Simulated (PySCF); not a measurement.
# C6H12O: the cost of one run

Computed with PySCF 2.14.0 and routines of our own; the level stands in each step. Atoms count from 0.

### Step 1. The system as given

19 atoms, charge 0, multiplicity 1; geometry from: GFN2-xTB.

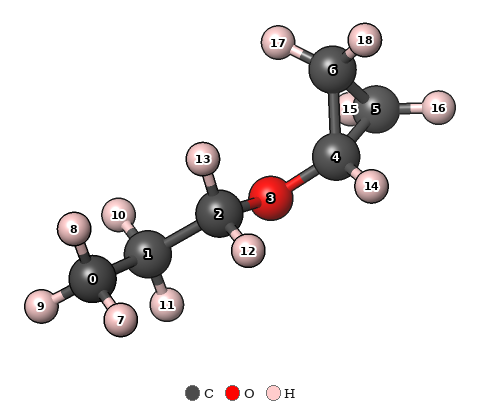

The starting geometry (carbon dark grey, oxygen red, hydrogen pink).

### Step 2. Magnetic properties: GIAO B3LYP/pcSseg-1

The job: settings as JSON, then the geometry in Å.

```
{"job": {"kind": "mag", "xc": "B3LYP", "basis": "pcSseg-1", "isotopologues": 2}, "charge": 0, "multiplicity": 1}
C     -3.136210     0.149040    -0.145420
C     -1.797137    -0.237270    -0.758475
C     -0.658869    -0.111603     0.246936
O      0.528192    -0.592551    -0.353661
C      1.650684    -0.442189     0.453086
C      2.978559    -0.357287    -0.223783
C      2.403220     0.859832     0.441899
H     -3.380093    -0.509474     0.685327
H     -3.107436     1.171142     0.225620
H     -3.926994     0.075376    -0.887574
H     -1.576935     0.401273    -1.615199
H     -1.828231    -1.268501    -1.112277
H     -0.882153    -0.700578     1.151587
H     -0.531538     0.938382     0.551500
H      1.583036    -0.978836     1.400164
H      2.979701    -0.385924    -1.301359
H      3.817791    -0.855209     0.235866
H      2.028162     1.643434    -0.198065
H      2.846447     1.210196     1.361171
```

Method: GIAO B3LYP/pcSseg-1 magnetisability, rotational g tensor and spin-rotation constants, non-relativistic, gas phase.

On the command line:

```sh
> OMP_NUM_THREADS=1 python excited_run.py task.json out
```

The driver reads the jobs from task.json and runs them one after another.

Q: Estimate the wall time and peak memory of this first job on 1 thread of Arm Neoverse N1, shared host.

About 60 s, with a peak of 0.89 GiB.
